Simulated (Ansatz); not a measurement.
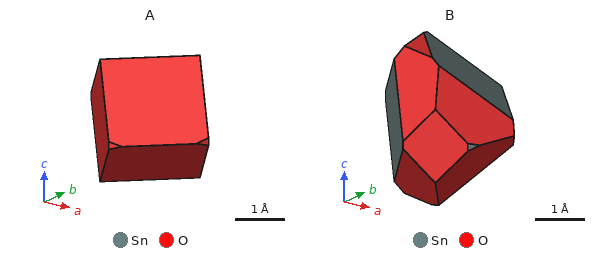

Computed Voronoi cells of the 2 sites of this structure, drawn to one scale and in one orientation; each face has the colour of the neighbour behind it.

SnO2, space group P4_2/mnm (No. 136), a = 4.794 Å, b = 4.794 Å, c = 3.230 Å, α = 90.00°, β = 90.00°, γ = 90.00°

| site | Wyckoff | x | y | z |
| --- | --- | --- | --- | --- |
| Sn | 2a | 0.0000 | 0.0000 | 0.0000 |
| O | 4f | 0.3062 | 0.3062 | 0.0000 |

Origin: the end point of a relaxation with DFT PBE+D3(BJ), scalar-relativistic, plane waves, PAW (Ansatz).

Question: Which cell belongs to which site?

Answer: A is Sn (6 faces above 1 % of the solid angle, 9.2 Å³, facing only O); B is O (14 faces above 1 % of the solid angle, 14.0 Å³, facing Sn 50 %, O 50 %).
